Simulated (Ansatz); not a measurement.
## CH8ClNSi2: molecular dynamics

CH8ClNSi2, SMILES C[SiH2][SiH](N)Cl, computed with RKS BLYP-d3bj/def2-SVP (Ansatz 0.2.0).

The geometry comes from this level: PBE0-D4/def2-TZVP. Figures and captions count atoms from 1; the log counts them from 0 in places.

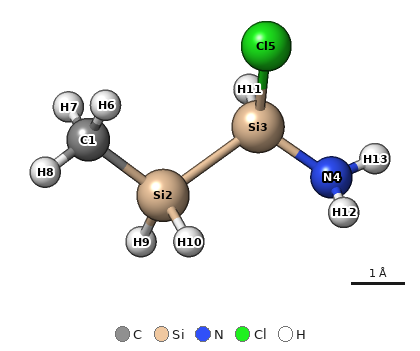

The starting structure (ball-and-stick view, seen at a tilt; atoms are numbered from 1 in the order of the input).

## The input
```yaml
crystal:
  periodic: [false, false, false]
  atoms:
    - {symbol: C, position_ang: [-0.778207, -1.038479, 1.892707]}
    - {symbol: Si, position_ang: [0.543823, -0.703093, 0.609596]}
    - {symbol: Si, position_ang: [-0.291270, 0.581296, -1.156470]}
    - {symbol: N, position_ang: [0.997229, 1.200647, -2.087280]}
    - {symbol: Cl, position_ang: [-1.498000, 2.043043, -0.272341]}
    - {symbol: H, position_ang: [-1.193179, -0.098379, 2.261739]}
    - {symbol: H, position_ang: [-1.594638, -1.623358, 1.463399]}
    - {symbol: H, position_ang: [-0.367950, -1.593883, 2.738768]}
    - {symbol: H, position_ang: [1.100950, -1.975638, 0.069524]}
    - {symbol: H, position_ang: [1.676121, 0.063865, 1.207490]}
    - {symbol: H, position_ang: [-1.200024, -0.126617, -2.091685]}
    - {symbol: H, position_ang: [1.800459, 1.608747, -1.636578]}
    - {symbol: H, position_ang: [0.825088, 1.627051, -2.984069]}
basis:
  gaussian: {orbitals: def2-SVP}
hamiltonian: {xc: {name: BLYP}, dispersion: d3bj}
md: {timestep: 1 fs, n_steps: 30, ensemble: nvt_langevin, temperature: 1500, initial_velocities: maxwell_boltzmann, friction: 0.01, seed: 385}
```

Run as:
```bash
ansatz run in.yaml --threads 4 --pin off --events-out ev --progress --plain --max-ram 10444MiB
```

## The program's output
```
Functional definition: BLYP
  name "BLYP"
  cite "Becke, Phys. Rev. A 38, 3098 (1988) doi:10.1103/PhysRevA.38.3098"
  cite "Lee, Yang & Parr, Phys. Rev. B 37, 785 (1988) doi:10.1103/PhysRevB.37.785"
  parameter beta = 0.0042
  parameter a = 0.04918
  parameter b = 0.132
  parameter c = 0.2533
  parameter d = 0.349
  exchange = b88_x(beta = beta)
  correlation = lyp_c(a = a, b = b, c = c, d = d)
1381 factors; their error is unknown
mean field evaluation 1: about -30909.7283 eV, gradient 8.2e1 eV
mean field evaluation 2: about -30865.7947 eV, gradient 1.4e2 eV
mean field evaluation 4: about -30924.2794 eV, gradient 1.4e1 eV
mean field evaluation 8: about -30924.7607 eV, gradient 1.8e-1 eV
mean field evaluation 16: about -30924.6633 eV, gradient 2.4e-4 eV
mean field -30924.66325451 eV, -1136.4604131135 hartree, gradient 1.3e-5 eV, S^2 0.000000; 0 other end points of the search recorded, 0 dependent functions left out
the calculation of the forces begins
reference -30924.66364685 eV, -1136.4604275318 hartree; 33, 33 occupied and 89, 89 virtual orbitals, 1381 factors
md step     0: t =     0.00 fs  T =  1384.6 K  F+E_penalty+E_count = -30925.40292663 eV  E_kin = 2.326680 eV  (29 SCF iters)
these checks for a lower state are left out or cut short: starts, cluster_reference, orbital_swaps, neighbouring_geometries, increment
1381 factors; their error is unknown
mean field -30924.01402515 eV, -1136.4365543747 hartree, gradient 8.3e-6 eV, S^2 0.000000; 0 other end points of the search recorded, 0 dependent functions left out
the calculation of the forces begins
reference -30924.01441437 eV, -1136.4365686784 hartree; 33, 33 occupied and 89, 89 virtual orbitals, 1381 factors
md step     1: t =     1.00 fs  T =  1078.4 K  F+E_penalty+E_count = -30924.75425520 eV  E_kin = 1.812039 eV  (28 SCF iters, 3 dispersion substeps)
[... from here on the SCF iterations and repeated set-up lines of each step are left out, up to the last step ...]
md step     2: t =     2.00 fs  T =   835.9 K  F+E_penalty+E_count = -30924.28244573 eV  E_kin = 1.404607 eV  (30 SCF iters, 3 dispersion substeps)
md step     3: t =     3.00 fs  T =  1141.2 K  F+E_penalty+E_count = -30924.71093715 eV  E_kin = 1.917723 eV  (30 SCF iters, 3 dispersion substeps)
md step     4: t =     4.00 fs  T =  1050.0 K  F+E_penalty+E_count = -30924.46615547 eV  E_kin = 1.764406 eV  (29 SCF iters, 3 dispersion substeps)
md step     5: t =     5.00 fs  T =   749.5 K  F+E_penalty+E_count = -30923.95036345 eV  E_kin = 1.259414 eV  (31 SCF iters, 3 dispersion substeps)
md step     6: t =     6.00 fs  T =   606.8 K  F+E_penalty+E_count = -30923.60027605 eV  E_kin = 1.019591 eV  (31 SCF iters, 3 dispersion substeps)
md step     7: t =     7.00 fs  T =   585.8 K  F+E_penalty+E_count = -30923.51107120 eV  E_kin = 0.984308 eV  (31 SCF iters, 3 dispersion substeps)
md step     8: t =     8.00 fs  T =   605.8 K  F+E_penalty+E_count = -30923.63806327 eV  E_kin = 1.018006 eV  (31 SCF iters, 3 dispersion substeps)
md step     9: t =     9.00 fs  T =   762.8 K  F+E_penalty+E_count = -30923.87893681 eV  E_kin = 1.281773 eV  (31 SCF iters, 3 dispersion substeps)
md step    10: t =    10.00 fs  T =   843.5 K  F+E_penalty+E_count = -30924.12546526 eV  E_kin = 1.417410 eV  (31 SCF iters, 3 dispersion substeps)
md step    11: t =    11.00 fs  T =   776.5 K  F+E_penalty+E_count = -30923.94715969 eV  E_kin = 1.304834 eV  (30 SCF iters, 3 dispersion substeps)
md step    12: t =    12.00 fs  T =   727.6 K  F+E_penalty+E_count = -30923.74412884 eV  E_kin = 1.222630 eV  (31 SCF iters, 3 dispersion substeps)
md step    13: t =    13.00 fs  T =  1129.5 K  F+E_penalty+E_count = -30924.44162057 eV  E_kin = 1.898043 eV  (31 SCF iters, 3 dispersion substeps)
md step    14: t =    14.00 fs  T =  1236.8 K  F+E_penalty+E_count = -30924.60805575 eV  E_kin = 2.078315 eV  (31 SCF iters, 3 dispersion substeps)
md step    15: t =    15.00 fs  T =  1006.1 K  F+E_penalty+E_count = -30924.30239845 eV  E_kin = 1.690713 eV  (31 SCF iters, 3 dispersion substeps)
md step    16: t =    16.00 fs  T =   838.2 K  F+E_penalty+E_count = -30924.03109293 eV  E_kin = 1.408514 eV  (31 SCF iters, 3 dispersion substeps)
md step    17: t =    17.00 fs  T =   848.9 K  F+E_penalty+E_count = -30923.98197410 eV  E_kin = 1.426392 eV  (31 SCF iters, 3 dispersion substeps)
md step    18: t =    18.00 fs  T =  1042.2 K  F+E_penalty+E_count = -30924.18354370 eV  E_kin = 1.751246 eV  (31 SCF iters, 3 dispersion substeps)
md step    19: t =    19.00 fs  T =  1282.9 K  F+E_penalty+E_count = -30924.46734120 eV  E_kin = 2.155734 eV  (30 SCF iters, 3 dispersion substeps)
md step    20: t =    20.00 fs  T =  1296.9 K  F+E_penalty+E_count = -30924.47494559 eV  E_kin = 2.179325 eV  (31 SCF iters, 3 dispersion substeps)
md step    21: t =    21.00 fs  T =   989.6 K  F+E_penalty+E_count = -30923.97575453 eV  E_kin = 1.662894 eV  (31 SCF iters, 3 dispersion substeps)
md step    22: t =    22.00 fs  T =  1065.7 K  F+E_penalty+E_count = -30924.01383666 eV  E_kin = 1.790728 eV  (31 SCF iters, 3 dispersion substeps)
md step    23: t =    23.00 fs  T =  1331.2 K  F+E_penalty+E_count = -30924.46232950 eV  E_kin = 2.236994 eV  (29 SCF iters, 3 dispersion substeps)
md step    24: t =    24.00 fs  T =  1195.8 K  F+E_penalty+E_count = -30924.28942855 eV  E_kin = 2.009382 eV  (30 SCF iters, 3 dispersion substeps)
md step    25: t =    25.00 fs  T =   949.9 K  F+E_penalty+E_count = -30923.72757219 eV  E_kin = 1.596190 eV  (30 SCF iters, 3 dispersion substeps)
md step    26: t =    26.00 fs  T =   707.8 K  F+E_penalty+E_count = -30923.24515307 eV  E_kin = 1.189294 eV  (31 SCF iters, 3 dispersion substeps)
md step    27: t =    27.00 fs  T =   608.4 K  F+E_penalty+E_count = -30923.07251791 eV  E_kin = 1.022308 eV  (31 SCF iters, 3 dispersion substeps)
md step    28: t =    28.00 fs  T =   652.9 K  F+E_penalty+E_count = -30923.21393278 eV  E_kin = 1.097137 eV  (31 SCF iters, 3 dispersion substeps)
md step    29: t =    29.00 fs  T =   870.5 K  F+E_penalty+E_count = -30923.65008658 eV  E_kin = 1.462707 eV  (31 SCF iters, 3 dispersion substeps)
these checks for a lower state are left out or cut short: starts, cluster_reference, orbital_swaps, neighbouring_geometries, increment
1381 factors; their error is unknown
mean field -30923.41365824 eV, -1136.4144912976 hartree, gradient 1.4e-5 eV, S^2 0.000000; 0 other end points of the search recorded, 0 dependent functions left out
the calculation of the forces begins
reference -30923.41405599 eV, -1136.4145059147 hartree; 33, 33 occupied and 89, 89 virtual orbitals, 1381 factors
1381 factors; their error is unknown
mean field evaluation 256: about -30922.8058 eV, gradient 1.6e1 eV
mean field -30923.41365824 eV, -1136.4144912976 hartree, gradient 1.5e-5 eV, S^2 0.000000; 1 other end points of the search recorded, 0 dependent functions left out
the calculation of the forces begins
reference -30923.41405599 eV, -1136.4145059147 hartree; 33, 33 occupied and 89, 89 virtual orbitals, 1381 factors
md step    30: t =    30.00 fs  T =  1171.9 K  F+E_penalty+E_count = -30924.12033803 eV  E_kin = 1.969165 eV  (30 SCF iters, 3 dispersion substeps)
```

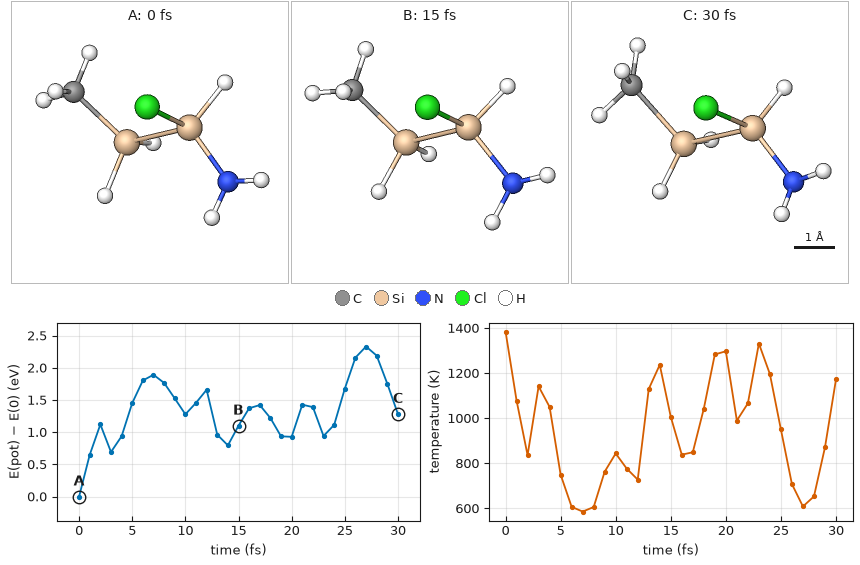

Frames of the molecular dynamics (ball-and-stick, seen at a tilt) above the curves, on which the letters mark them. The trajectory kept here has 31 frames over 30 fs. The temperature starts at 1385 K, ranges from 586 to 1385 K and averages 991 K over the second half. The potential energy ends 1.283 eV above its first value. After an unweighted best fit of the last frame on the first, the root-mean-square displacement is 0.32 Å.

```
Total energy: -30924.12073578 eV, -1136.4404759179 hartree
Atom 0 at    -0.835480    -1.185114     2.016022 Å, force     1.688801     1.480063     0.521075 eV/Å
Atom 1 at     0.624888    -0.722817     0.718441 Å, force    -2.875584    -0.766958    -1.624646 eV/Å
Atom 2 at    -0.323883     0.523383    -1.190425 Å, force     0.754372    -0.107483     1.903332 eV/Å
Atom 3 at     0.853103     1.293058    -2.234586 Å, force    -0.557922     2.058339    -1.788812 eV/Å
Atom 4 at    -1.580354     2.048015    -0.171857 Å, force     0.245458    -0.811441    -0.622302 eV/Å
Atom 5 at    -1.590860    -0.360007     2.154475 Å, force     1.009770     0.287923     0.125198 eV/Å
Atom 6 at    -1.573754    -2.006810     1.887003 Å, force     1.099851    -0.698534    -0.008993 eV/Å
Atom 7 at    -0.010851    -1.195894     2.883763 Å, force    -2.368630    -0.548140    -0.692647 eV/Å
Atom 8 at     1.112577    -2.071154     0.146500 Å, force     0.324454     0.688994     0.410680 eV/Å
Atom 9 at     1.506749     0.258841     1.297331 Å, force     0.983384     0.257271     0.772387 eV/Å
Atom 10 at    -0.950506    -0.592624    -1.952503 Å, force    -0.610805     0.402291    -0.434270 eV/Å
Atom 11 at     1.356902     2.174473    -1.970227 Å, force    -0.018107    -0.979562     0.861485 eV/Å
Atom 12 at     0.358381     1.767574    -3.061669 Å, force     0.324958    -1.262761     0.577513 eV/Å
Dipole moment:     0.187771     0.051694    -0.151091 e Å
```

## Trajectory as extended XYZ (Å, eV, eV/Å), 8 of the 31 frames kept, from step=0 to step=30
```
13
Properties=species:S:1:pos:R:3:forces:R:3 step=0 time_fs=0.0 energy=-30925.40293 temperature=1384.6
C    -0.7782   -1.0385    1.8927    0.0757   0.0234  -0.0452
Si    0.5438   -0.7031    0.6096    0.1516   0.0819  -0.2636
Si   -0.2913    0.5813   -1.1565   -0.2076  -0.5404   0.1585
N     0.9972    1.2006   -2.0873    0.2132  -0.3299  -0.1375
Cl   -1.4980    2.0430   -0.2723   -0.4313   0.5224   0.3855
H    -1.1932   -0.0984    2.2617   -0.2101   0.4682   0.1561
H    -1.5946   -1.6234    1.4634   -0.4087  -0.2868  -0.2104
H    -0.3679   -1.5939    2.7388    0.1917  -0.2807   0.4315
H     1.1010   -1.9756    0.0695    0.1006  -0.2182  -0.0717
H     1.6761    0.0639    1.2075    0.1769   0.1222   0.1036
H    -1.2000   -0.1266   -2.0917   -0.1214  -0.1695  -0.1716
H     1.8005    1.6087   -1.6366    0.5708   0.2925   0.3047
H     0.8251    1.6271   -2.9841   -0.1014   0.3149  -0.6399
13
Properties=species:S:1:pos:R:3:forces:R:3 step=4 time_fs=4.0 energy=-30924.46615 temperature=1050.0
C    -0.7377   -1.0827    1.9232   -3.1550   2.7764  -1.0219
Si    0.5532   -0.7088    0.5984    0.7229   1.8524   1.8240
Si   -0.2958    0.5881   -1.1349   -0.3319  -0.1343  -1.2691
N     0.9663    1.2220   -2.1264    2.9226   1.5811   0.6571
Cl   -1.4969    2.0309   -0.2749   -0.5666   0.9379   0.9062
H    -1.3357   -0.0282    2.1310    1.6576  -1.8348  -0.0868
H    -1.6518   -1.5360    1.3584    1.3192  -0.4415   1.1661
H    -0.3953   -1.4821    2.8955   -0.2683  -0.3978  -0.2421
H     1.2370   -1.8704    0.2313    0.7800  -1.9755  -0.9798
H     1.7886    0.0277    1.2876   -0.9836  -0.0936  -0.5632
H    -1.3406    0.0745   -2.1085    0.5082  -0.4689   0.1449
H     1.8235    1.7837   -1.7227   -1.9021  -1.5405  -0.3398
H     0.8863    1.6469   -3.0531   -0.7030  -0.2608  -0.1955
13
Properties=species:S:1:pos:R:3:forces:R:3 step=9 time_fs=9.0 energy=-30923.87894 temperature=762.8
C    -0.7385   -1.0864    1.9520    1.2900  -1.7103  -0.4333
Si    0.5567   -0.7123    0.5985    2.0184  -1.9442   1.0808
Si   -0.3131    0.5932   -1.1167   -0.1225   0.2623  -2.7963
N     0.9483    1.2469   -2.1792    2.7592   1.3749   2.6308
Cl   -1.5019    2.0412   -0.2662   -0.5437   1.0182   1.1291
H    -1.2518   -0.2105    2.0030   -1.2723   4.1250   0.7631
H    -1.5880   -1.5096    1.4113   -0.3026  -1.8553   0.2766
H    -0.4827   -1.3657    3.0273   -0.1856  -0.3862  -1.3251
H     1.5283   -1.9907    0.2331   -1.4286   1.0038  -0.1348
H     1.6996   -0.0472    1.3107   -0.0872   0.7274  -0.1454
H    -1.4136    0.1784   -2.1475    0.9521  -0.5807   0.5901
H     1.7771    1.8920   -1.7393   -2.2955  -2.0653  -0.8362
H     0.8579    1.6406   -3.1007   -0.7816   0.0303  -0.7996
13
Properties=species:S:1:pos:R:3:forces:R:3 step=13 time_fs=13.0 energy=-30924.44162 temperature=1129.5
C    -0.7461   -1.0992    1.9541   -1.8445   2.3666  -2.1615
Si    0.5654   -0.7297    0.6100    0.5219  -2.4219   0.0869
Si   -0.3276    0.5880   -1.1194    1.0153   0.6087  -2.4130
N     0.9564    1.2826   -2.2140   -4.0547  -3.1339  -1.3800
Cl   -1.5120    2.0520   -0.2530   -0.3916   0.7065   0.8398
H    -1.2057   -0.0180    2.0553    0.3087  -1.4785  -0.2347
H    -1.5609   -1.7449    1.5504    0.0726   0.1542   0.0863
H    -0.5918   -1.3602    2.9654    1.0902  -0.7865   1.5674
H     1.5014   -1.9955    0.1880   -1.2226   1.0016   0.0154
H     1.5857   -0.0094    1.2915    1.0712   1.3012   0.5674
H    -1.3091    0.1238   -2.1492    0.1175  -0.6844   0.1330
H     1.6002    1.8297   -1.7955    3.2273   2.6573   1.7619
H     0.7123    1.6046   -3.1840    0.0886  -0.2909   1.1313
13
Properties=species:S:1:pos:R:3:forces:R:3 step=17 time_fs=17.0 energy=-30923.98197 temperature=848.9
C    -0.7745   -1.1038    1.9446   -0.7502   0.0923   1.3290
Si    0.5844   -0.7462    0.6239   -0.4794   1.2710   1.2474
Si   -0.3412    0.5700   -1.1296    2.0453   1.0571  -1.1953
N     0.9362    1.2993   -2.2560    2.2610   0.6917   5.0791
Cl   -1.5239    2.0572   -0.2331   -0.2706   0.1984   0.3760
H    -1.1717    0.0284    2.0777   -0.1671  -2.4764  -0.2315
H    -1.5017   -1.9911    1.6747    0.5106   2.0007  -0.1046
H    -0.4995   -1.4648    3.0269    0.3725   0.7753  -1.5735
H     1.2742   -1.8973    0.1359    0.6706  -1.1476  -0.5675
H     1.5893    0.1830    1.3178   -0.1994  -0.2493  -0.3196
H    -1.1607   -0.0476   -2.1578   -0.6494  -0.6322  -0.3682
H     1.7379    2.0637   -1.7194   -3.1337  -2.5934  -2.4186
H     0.5517    1.5613   -3.1342   -0.2102   1.0125  -1.2528
13
Properties=species:S:1:pos:R:3:forces:R:3 step=21 time_fs=21.0 energy=-30923.97575 temperature=989.6
C    -0.8209   -1.1217    1.9597    4.8124  -2.9762   1.3475
Si    0.6020   -0.7478    0.6546   -0.9924   1.5722   0.4714
Si   -0.3405    0.5559   -1.1392    1.2435  -0.3647  -1.9597
N     0.9283    1.3188   -2.2545   -6.7393  -6.0331  -2.7867
Cl   -1.5378    2.0537   -0.2147   -0.1922  -0.1451  -0.0170
H    -1.1930   -0.1763    2.0457   -2.1428   2.8428   0.7920
H    -1.4244   -1.9918    1.8086   -1.2493  -0.4542  -0.8705
H    -0.2652   -1.4887    2.9617   -0.8309   1.1926  -1.5591
H     1.1036   -1.9697    0.0437    0.7654  -0.5785  -0.1626
H     1.5716    0.3559    1.2642   -0.4167  -1.1991  -0.3185
H    -1.0749   -0.3500   -2.2467    0.2172   0.8953   1.1055
H     1.4738    1.9683   -1.9412    4.5461   5.5702   2.6698
H     0.4251    1.6254   -3.1492    0.9790  -0.3222   1.2879
13
Properties=species:S:1:pos:R:3:forces:R:3 step=26 time_fs=26.0 energy=-30923.24515 temperature=707.8
C    -0.8270   -1.1659    2.0006   -2.0423   2.3175  -2.1914
Si    0.6220   -0.7351    0.7006   -2.5444  -1.3297  -2.2276
Si   -0.3282    0.5373   -1.1698    0.4801  -1.1338  -0.0897
N     0.8725    1.2867   -2.2474    2.5576   3.3734   1.5229
Cl   -1.5583    2.0516   -0.1881    0.0177  -0.5569  -0.4073
H    -1.5448   -0.1759    2.0798    1.9613  -1.8897   0.3146
H    -1.5882   -2.0048    1.8821    1.2364   0.3729  -0.2278
H    -0.0961   -1.3168    2.7513    0.1888  -0.2506   2.3230
H     1.0623   -2.1417    0.0092    0.2160   1.4629   0.8771
H     1.4889    0.3331    1.1830    0.8947  -0.0476   0.7354
H    -0.9704   -0.6100   -2.1572    0.1076   1.5245   0.8406
H     1.5157    2.3138   -1.9888   -2.1105  -3.8234   0.0653
H     0.4472    1.7248   -3.0385   -0.9629  -0.0196  -1.5349
13
Properties=species:S:1:pos:R:3:forces:R:3 step=30 time_fs=30.0 energy=-30924.12034 temperature=1171.9
C    -0.8355   -1.1851    2.0160    1.6888   1.4801   0.5211
Si    0.6249   -0.7228    0.7184   -2.8756  -0.7670  -1.6246
Si   -0.3239    0.5234   -1.1904    0.7544  -0.1075   1.9033
N     0.8531    1.2931   -2.2346   -0.5579   2.0583  -1.7888
Cl   -1.5804    2.0480   -0.1719    0.2455  -0.8114  -0.6223
H    -1.5909   -0.3600    2.1545    1.0098   0.2879   0.1252
H    -1.5738   -2.0068    1.8870    1.0999  -0.6985  -0.0090
H    -0.0109   -1.1959    2.8838   -2.3686  -0.5481  -0.6926
H     1.1126   -2.0712    0.1465    0.3245   0.6890   0.4107
H     1.5067    0.2588    1.2973    0.9834   0.2573   0.7724
H    -0.9505   -0.5926   -1.9525   -0.6108   0.4023  -0.4343
H     1.3569    2.1745   -1.9702   -0.0181  -0.9796   0.8615
H     0.3584    1.7676   -3.0617    0.3250  -1.2628   0.5775
```

## Key numbers

| quantity | value |
| --- | --- |
| outcome | finished |
| mean temperature over the second half | 991 K |
| trajectory | 30 steps, 30 fs |
| ensemble | nvt_langevin |
| temperature in the input | 1500 K |
| time step | 1 fs |
| potential energy (last step) | −30924.1207 eV |
| mean-field energy (last step) | −30923.4141 eV |
| dispersion energy (last step) | −0.7067 eV |
| SCF solution under orbital rotations (last step) | stable |
| largest force (length of the vector) (last step) | 3.391 eV/Å |
| dipole moment (last step) | 1.18 D |
| hardware | 4 threads of AMD EPYC, 23 GiB of memory available, shared host |
| wall time | 36 s (CPU time 2.2 min) |
| peak memory | 0.19 GiB |

## Notes

So short a trajectory is not equilibrated. The logged temperature at the start can lie below the typed one, since it is counted over all degrees of freedom. The temperature stays far from the 1500 K of the thermostat over the second half: the run isn't equilibrated.
